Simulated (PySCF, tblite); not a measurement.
# C₅H₁₂OSi: geometry, infrared bands and NMR shifts

Wanted: the infrared bands and NMR shifts of C₅H₁₂OSi (`C[SiH2]COC1CC1`), by calculation.

Programs: tblite 0.8.0 and PySCF 2.14.0, with density-fitted response routines of our own. Each step states its level of theory. These are calculated values for one molecule in the gas phase, unless marked as measured. Atoms count from 0, in the outputs and in this text.

### 1 The starting structure

19 atoms, charge 0, multiplicity 1; geometry from: force field or distance geometry start.

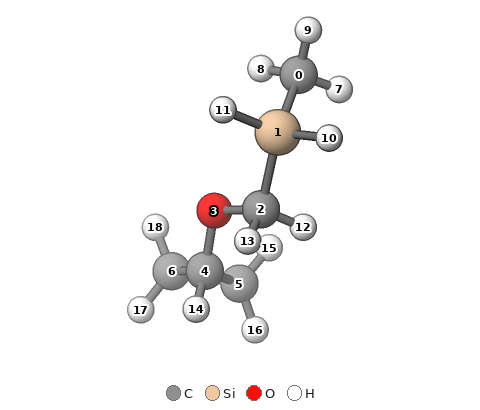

As it starts; carbon grey, silicon light orange, oxygen red, hydrogen white, atoms numbered.

### 2 Optimising the geometry with GFN2-xTB

Job settings and geometry (Å):

```
{"job": {"kind": "relax", "xc": "GFN2-xTB", "basis": "xTB"}, "charge": 0, "multiplicity": 1}
C      2.856500     0.799300     0.051000
Si     2.225800    -0.937400    -0.044900
C      0.379100    -1.005800    -0.265600
O     -0.398600    -0.307700     0.719900
C     -1.814700    -0.351800     0.474400
C     -2.382700     0.837800    -0.260400
C     -2.616700     0.678200     1.211200
H      2.604900     1.358600    -0.855400
H      2.409000     1.332100     0.899300
H      3.930900     0.827200     0.177100
H      2.884900    -1.637600    -1.177100
H      2.619400    -1.677700     1.200400
H      0.128100    -0.566500    -1.237200
H      0.059800    -2.052900    -0.285600
H     -2.287400    -1.308000     0.314600
H     -1.695600     1.616900    -0.562800
H     -3.209000     0.675600    -0.927200
H     -3.612500     0.391200     1.543400
H     -2.090900     1.337900     1.900100
```

Run with:

```sh
> OMP_NUM_THREADS=1 python probes_run.py task.json out
```

The driver reads the jobs from task.json and runs them one after another.

Output:

```text
step      E/eV     max force
  0    -614.05941    1.737
  1    -614.16114    0.607
  2    -614.18443    0.490
  3    -614.19907    0.350
  4    -614.21315    0.385
  5    -614.22357    0.291
  6    -614.23177    0.273
  7    -614.23777    0.206
  8    -614.24233    0.186
  9    -614.24564    0.123
 10    -614.24777    0.097
 11    -614.24940    0.122
 12    -614.25112    0.122
 13    -614.25302    0.108
 14    -614.25479    0.102
 15    -614.25608    0.089
 16    -614.25696    0.083
 17    -614.25771    0.065
 18    -614.25854    0.067
 19    -614.25960    0.083
 20    -614.26090    0.111
 21    -614.26218    0.086
 22    -614.26325    0.083
 23    -614.26420    0.079
 24    -614.26518    0.085
 25    -614.26635    0.095
 26    -614.26760    0.078
 27    -614.26870    0.069
 28    -614.26965    0.071
 29    -614.27060    0.082
 30    -614.27163    0.077
 31    -614.27256    0.056
 32    -614.27331    0.056
 33    -614.27399    0.086
 34    -614.27481    0.088
 35    -614.27576    0.074
 36    -614.27665    0.071
 37    -614.27734    0.073
 38    -614.27789    0.084
 39    -614.27839    0.063
 40    -614.27883    0.061
 41    -614.27918    0.060
 42    -614.27946    0.054
 43    -614.27973    0.057
 44    -614.27999    0.038
 45    -614.28021    0.037
 46    -614.28037    0.027
 47    -614.28048    0.023
 48    -614.28057    0.022
 49    -614.28063    0.018
 50    -614.28068    0.016
 51    -614.28072    0.014
 52    -614.28075    0.016
 53    -614.28078    0.018
 54    -614.28082    0.016
 55    -614.28087    0.013
 56    -614.28091    0.014
 57    -614.28096    0.016
 58    -614.28102    0.019
 59    -614.28110    0.020
 60    -614.28120    0.022
 61    -614.28131    0.024
 62    -614.28142    0.026
 63    -614.28156    0.027
 64    -614.28172    0.027
 65    -614.28189    0.023
 66    -614.28201    0.023
 67    -614.28211    0.024
 68    -614.28226    0.028
 69    -614.28244    0.038
 70    -614.28258    0.035
 71    -614.28266    0.023
 72    -614.28272    0.017
 73    -614.28279    0.015
 74    -614.28284    0.017
 75    -614.28288    0.015
 76    -614.28290    0.010
 77    -614.28291    0.016
 78    -614.28294    0.012
 79    -614.28296    0.009
```

Run time: 0.86 s. Hardware: 1 thread of Arm Neoverse N1, shared host.

The steps of the relaxation: (not every step is listed)

| step | energy from step 0 (eV) | largest force (eV/Å) |
| --- | --- | --- |
| 0 | 0.0000 | 1.7370 |
| 1 | -0.1017 | 0.6072 |
| 2 | -0.1250 | 0.4904 |
| 3 | -0.1397 | 0.3503 |
| 4 | -0.1537 | 0.3851 |
| 5 | -0.1642 | 0.2907 |
| 6 | -0.1724 | 0.2726 |
| 7 | -0.1784 | 0.2059 |
| 8 | -0.1829 | 0.1861 |
| 14 | -0.1954 | 0.1024 |
| 20 | -0.2015 | 0.1109 |
| 26 | -0.2082 | 0.0783 |
| 32 | -0.2139 | 0.0564 |
| 38 | -0.2185 | 0.0843 |
| 44 | -0.2206 | 0.0382 |
| 50 | -0.2213 | 0.0159 |
| 56 | -0.2215 | 0.0142 |
| 62 | -0.2220 | 0.0265 |
| 68 | -0.2228 | 0.0282 |
| 74 | -0.2234 | 0.0173 |
| 75 | -0.2235 | 0.0148 |
| 76 | -0.2235 | 0.0105 |
| 77 | -0.2235 | 0.0162 |
| 78 | -0.2235 | 0.0122 |
| 79 | -0.2236 | 0.0086 |

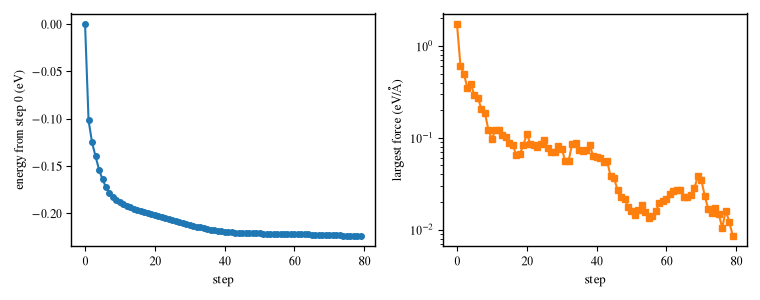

Energy and force, step by step.

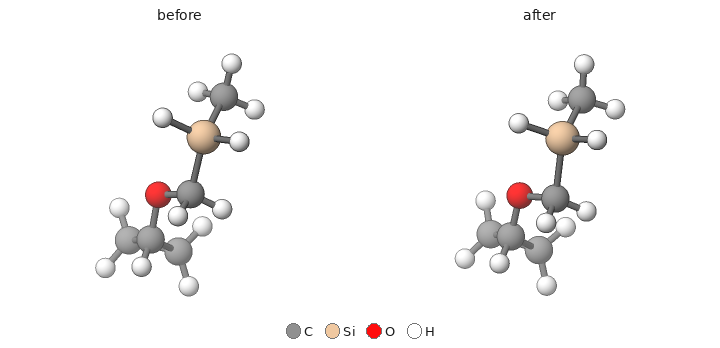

The geometry before (left) and after (right).

Close pairs (by a distance rule), those that changed most:

| bond | before (Å) | after (Å) | change (Å) |
| --- | --- | --- | --- |
| O3–C4 | 1.438 | 1.389 | -0.049 |
| Si1–C2 | 1.861 | 1.910 | +0.049 |
| C0–Si1 | 1.850 | 1.897 | +0.047 |
| Si1–H11 | 1.501 | 1.465 | -0.036 |
| C2–O3 | 1.436 | 1.419 | -0.017 |
| Si1–H10 | 1.485 | 1.471 | -0.014 |
| C4–H14 | 1.079 | 1.091 | +0.012 |
| C6–H18 | 1.089 | 1.078 | -0.011 |

The final coordinates are the input of the step that follows.

### 3 Infrared spectrum with GFN2-xTB

Job settings and geometry (Å):

```
{"job": {"kind": "ir", "xc": "GFN2-xTB", "basis": "xTB"}, "charge": 0, "multiplicity": 1}
C      2.718812     0.846773     0.101468
Si     2.181658    -0.969343    -0.009966
C      0.321428    -1.040881    -0.435419
O     -0.342000    -0.445338     0.669185
C     -1.719875    -0.363509     0.512117
C     -2.314033     0.787689    -0.251171
C     -2.436585     0.722435     1.244621
H      2.615573     1.356029    -0.853477
H      2.114969     1.382093     0.828820
H      3.757781     0.929734     0.406719
H      2.912914    -1.662229    -1.082475
H      2.387434    -1.653387     1.269186
H      0.079236    -0.499048    -1.359135
H     -0.032314    -2.072086    -0.571434
H     -2.204825    -1.335967     0.415009
H     -1.631955     1.517384    -0.660493
H     -3.190806     0.610812    -0.855235
H     -3.396872     0.498342     1.682186
H     -1.830344     1.399746     1.824717
```

Output:

```text
mode    cm-1     km/mol
  1      40.0      0.76
  2      45.7      0.24
  3      99.1      1.89
  4     110.0      1.53
  5     135.7      0.62
  6     186.2      0.83
  7     262.3      4.73
  8     389.0      5.81
  9     445.0      4.94
 10     461.8     56.10
 11     583.8      9.17
 12     669.6    130.48
 13     712.4     15.23
 14     758.1    112.36
 15     769.5     22.74
 16     793.9      1.14
 17     815.6    131.46
 18     828.7    120.18
 19     843.0     46.52
 20     847.8    229.84
 21     873.8      6.41
 22     985.3     13.45
 23    1011.9      5.77
 24    1051.3     22.86
 25    1063.5     10.55
 26    1080.0      3.96
 27    1091.7      3.57
 28    1152.0      1.78
 29    1165.4     60.35
 30    1198.7     25.58
 31    1261.3      1.84
 32    1287.2      8.55
 33    1357.0     50.22
 34    1364.5     13.26
 35    1421.3      0.20
 36    1473.4     19.24
 37    1478.1      0.08
 38    1482.7      0.86
 39    1496.4      4.05
 40    2194.9    373.56
 41    2247.7    268.53
 42    2855.1     82.04
 43    2891.3     51.29
 44    2936.5     70.23
 45    3028.6     24.60
 46    3040.4     17.12
 47    3043.3     26.00
 48    3086.4     22.14
 49    3092.4     13.79
 50    3099.9     19.94
 51    3119.7     45.73
```

It took 1 s on 1 thread of Arm Neoverse N1, shared host.

The strongest bands and the atoms that carry them (share of the mass-weighted mode):

| cm⁻¹ | km/mol | atoms |
| --- | --- | --- |
| 670 | 130.5 | H10 45 %, H11 29 % |
| 758 | 112.4 | H11 40 %, H10 39 % |
| 816 | 131.5 | H8 20 %, H13 15 %, Si1 14 %, C0 10 % |
| 829 | 120.2 | H7 32 %, H8 17 %, C0 14 % |
| 848 | 229.8 | H9 26 %, Si1 12 % |
| 2195 | 373.6 | H10 96 % |
| 2248 | 268.5 | H11 96 % |
| 2855 | 82.0 | H13 55 %, H12 36 % |

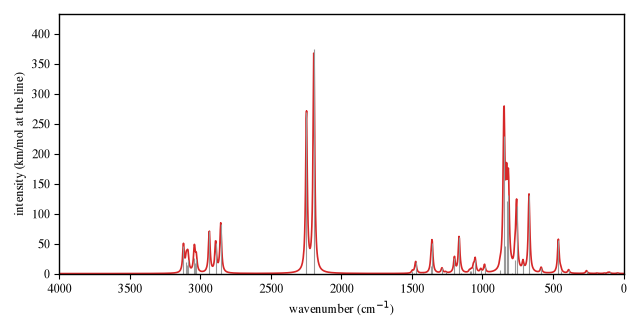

The infrared spectrum from these modes, unscaled. Lines are broadened to a width of 14 cm⁻¹ (Lorentzian).

### 4 Nuclear shieldings: PBE0/pcSseg-1

Same as in step 3 but for these lines:

```diff
@@ -1,2 +1,2 @@
-{"job": {"kind": "ir", "xc": "GFN2-xTB", "basis": "xTB"}, "charge": 0, "multiplicity": 1}
+{"job": {"kind": "nmr", "xc": "PBE0", "basis": "pcSseg-1"}, "charge": 0, "multiplicity": 1}
 C      2.718812     0.846773     0.101468
```

With the program's defaults for keys left out, this is: GIAO PBE0/pcSseg-1 NMR shielding, non-relativistic, gas phase.

Output:

```text
coarse grid: 15584 points
cycle   1  E = -561.8068341705  dE =  7.114e-01  |g| = 6.041e-01  |ddm| = 3.718e+00
cycle   2  E = -561.7507159086  dE =  5.612e-02  |g| = 8.170e-01  |ddm| = 1.267e+00
cycle   3  E = -561.8843409541  dE = -1.336e-01  |g| = 9.771e-02  |ddm| = 8.231e-01
cycle   4  E = -561.8858511372  dE = -1.510e-03  |g| = 3.740e-02  |ddm| = 8.917e-02
cycle   5  E = -561.8861586537  dE = -3.075e-04  |g| = 5.337e-03  |ddm| = 3.309e-02
cycle   6  E = -561.8861646987  dE = -6.045e-06  |g| = 1.474e-03  |ddm| = 6.157e-03
final grid: 143640 points
cycle   7  E = -561.9381217403  dE = -3.386e-05  |g| = 1.134e-02  |ddm| = 2.705e-02
cycle   8  E = -561.9380991292  dE =  2.261e-05  |g| = 1.587e-02  |ddm| = 1.790e-02
cycle   9  E = -561.9381476230  dE = -4.849e-05  |g| = 1.411e-03  |ddm| = 1.093e-02
cycle  10  E = -561.9381480448  dE = -4.217e-07  |g| = 1.780e-04  |ddm| = 1.484e-03
cycle  11  E = -561.9381480515  dE = -6.737e-09  |g| = 4.540e-05  |ddm| = 2.077e-04
cycle  12  E = -561.9381480519  dE = -4.122e-10  |g| = 1.617e-05  |ddm| = 5.564e-05
converged SCF energy = -561.9381480519

GIAO shielding tensors (ppm)
atom      isotropic    diamagn.    paramagn.     s11        s22        s33       span
  0 C      195.513     252.959     -57.445    189.495    195.396    201.650     12.154
  1 Si     394.408     880.398    -485.991    354.950    399.859    428.415     73.465
  2 C      124.170     252.062    -127.893     89.599    102.159    180.751     91.152
  3 O      296.427     400.469    -104.042    261.867    282.610    344.805     82.938
  4 C      127.047     241.841    -114.794     75.988     98.410    206.744    130.756
  5 C      180.375     253.785     -73.409    147.327    174.530    219.269     71.942
  6 C      178.693     256.847     -78.153    151.059    173.436    211.584     60.525
  7 H       31.748      31.445       0.302     27.393     29.137     38.714     11.321
  8 H       31.313      33.083      -1.770     25.981     30.438     37.519     11.538
  9 H       31.700      27.690       4.010     26.859     28.095     40.147     13.288
 10 H       27.611      28.624      -1.013     24.158     25.595     33.080      8.922
 11 H       27.546      29.131      -1.585     23.996     25.943     32.699      8.704
 12 H       28.423      34.073      -5.650     24.824     27.963     32.482      7.657
 13 H       28.302      31.645      -3.343     24.436     27.160     33.308      8.872
 14 H       28.563      30.338      -1.775     22.661     27.623     35.407     12.745
 15 H       31.279      33.133      -1.854     26.511     28.635     38.690     12.179
 16 H       31.462      30.821       0.641     25.812     26.707     41.868     16.056
 17 H       31.174      30.259       0.915     25.434     26.558     41.529     16.095
 18 H       30.961      32.568      -1.607     25.406     28.876     38.601     13.195
```

It took 49 s on 1 thread of Arm Neoverse N1, shared host; peak memory 0.84 GiB.

Shifts follow as δ = σ(reference) − σ, with reference shieldings (ppm) from runs at the same level and on the same kind of geometry: ¹H TMS 31.72, ¹³C TMS 186.9, ²⁹Si TMS 349.2, ¹⁷O H2O 336.1. The references are single molecules in the gas phase, so shifts against H2O, NH3, PH3, H3PO4 or CFCl3 are not on the usual liquid scales and can be off by tens of ppm. Atoms listed in one row are averaged.

| atoms | environment | σ (ppm) | δ (ppm) | δ scaled to CDCl3 |
| --- | --- | --- | --- | --- |
| C2 | sp3 CH2 bonded to O and Si | 124.2 | 62.8 | 59.3 |
| C4 | three-membered-ring carbon | 127.0 | 59.9 | 56.5 |
| C5, C6 | three-membered-ring carbon | 179.5 | 7.4 | 5.3 |
| C0 | methyl carbon bonded to Si | 195.5 | -8.6 | -10.3 |
| H10, H11 | hydrogen on a silicon bonded to 2 C | 27.58 | 4.14 | – |
| H12, H13 | hydrogen on an sp3 CH2 bonded to O and Si | 28.36 | 3.35 | 3.27 |
| H14 | hydrogen on a three-membered-ring carbon | 28.56 | 3.15 | 3.08 |
| H15, H18 | hydrogen on a three-membered-ring carbon | 31.12 | 0.60 | 0.67 |
| H16, H17 | hydrogen on a three-membered-ring carbon | 31.32 | 0.40 | 0.48 |
| H7, H8, H9 | hydrogen on a methyl carbon bonded to Si | 31.59 | 0.13 | 0.23 |
| Si1 | silicon bonded to 2 C, 2 H | 394.4 | -45.2 | – |
| O3 | ether oxygen | 296.4 | 39.7 | – |

The scaled column applies a straight-line fit of computed shieldings to shifts measured in CDCl3 (root-mean-square error 0.16 ppm for H, 1.9 ppm for C).

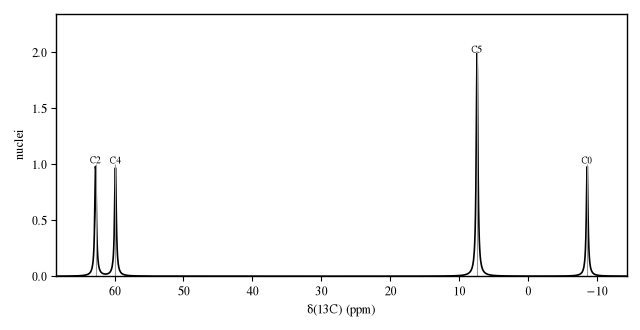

¹³C lines at the computed shifts, without couplings. Lines are broadened to a width of 0.29 ppm (Lorentzian).

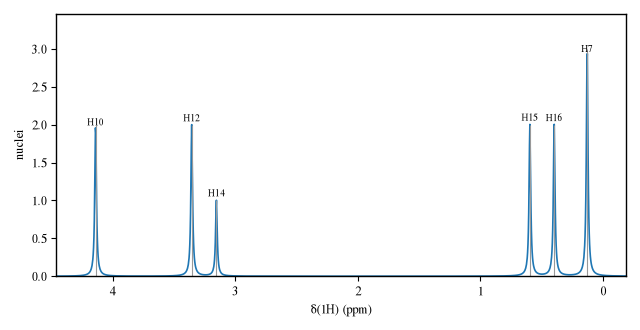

¹H lines at the computed shifts, without couplings. Lines are broadened to a width of 0.02 ppm (Lorentzian).

The run also stored atomic charges by several schemes (e):

| atoms | Mulliken | IAO | Hirshfeld | ESP fit |
| --- | --- | --- | --- | --- |
| C0 | -0.63 | -0.72 | -0.21 | -0.53 |
| Si1 | 0.67 | 0.78 | 0.35 | 0.68 |
| C2 | -0.24 | -0.33 | -0.09 | -0.15 |
| O3 | -0.50 | -0.39 | -0.13 | -0.31 |
| C4 | 0.05 | 0.07 | 0.03 | 0.09 |
| C5, C6 | -0.22 | -0.31 | -0.10 | -0.34 |

IAO charges:

C0 -0.72; Si1 0.78; C2 -0.33; O3 -0.39; C4 0.07; C5 -0.32; C6 -0.30; H7 0.15; H8 0.16; H9 0.16; H10 -0.14; H11 -0.12; H12 0.13; H13 0.13; H14 0.12; H15 0.15; H16 0.15; H17 0.15; H18 0.16

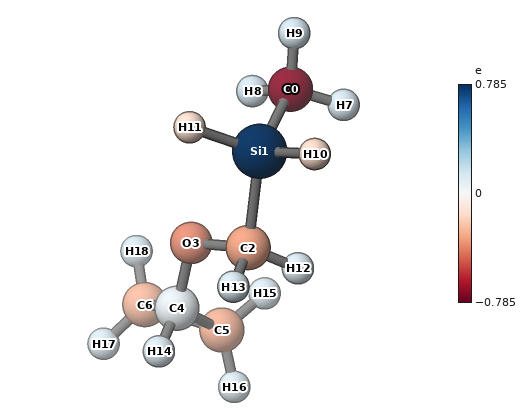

IAO charges, as colours on the atoms.

Mayer bond orders: C0–Si1 0.97, Si1–C2 0.88, C2–O3 0.88, O3–C4 0.94, C4–C5 0.95, C5–C6 0.97, C6–C4 0.98.

Ring of atoms C4, C5, C6: NICS(0) -39.9, NICS(1) -8.4, NICS(1)zz -20.6 ppm (means of both faces; NICS(1) differs between them: -9.6 and -7.2).

The two faces differ (NICS(1)zz -16.9 and -24.4 ppm).

In rings of three or four atoms NICS is ruled by the nearby σ bonds, so it says little on aromaticity.

### 5 Outcome

| quantity | value |
| --- | --- |
| strongest single infrared mode (GFN2-xTB) | 2195 cm⁻¹, 374 km/mol |
| zero-point energy (GFN2-xTB) | 96.8 kcal/mol |
| ¹³C shifts against TMS (PBE0/pcSseg-1, means over atoms taken as alike) | 62.8, 59.9, 7.4, -8.6 ppm |
| ¹H shifts against TMS (PBE0/pcSseg-1, means over atoms taken as alike) | 4.14, 3.35, 3.15, 0.60, 0.40, 0.13 ppm |
| ²⁹Si shifts against TMS (PBE0/pcSseg-1) | -45.2 ppm |
| ¹⁷O shifts against H2O (PBE0/pcSseg-1) | 39.7 ppm |

In words: Over 79 steps the energy fell by 0.224 eV; of the close pairs, O3–C4 changed most, 1.438 to 1.389 Å. No mode is imaginary among the 51: a minimum at this level. The strongest single mode, at 2195 cm⁻¹, moves mainly H10. GFN2-xTB is a fitted tight-binding method: band positions and strengths are rough. Its intensities can rank the bands wrongly. C2 (sp3 CH2 bonded to O and Si) lies farthest downfield among carbon, at 62.8 ppm; deshielded by the electronegative neighbour. At PBE0/pcSseg-1: The largest span, 131 ppm, is at C4, where the paramagnetic term is -115 ppm.
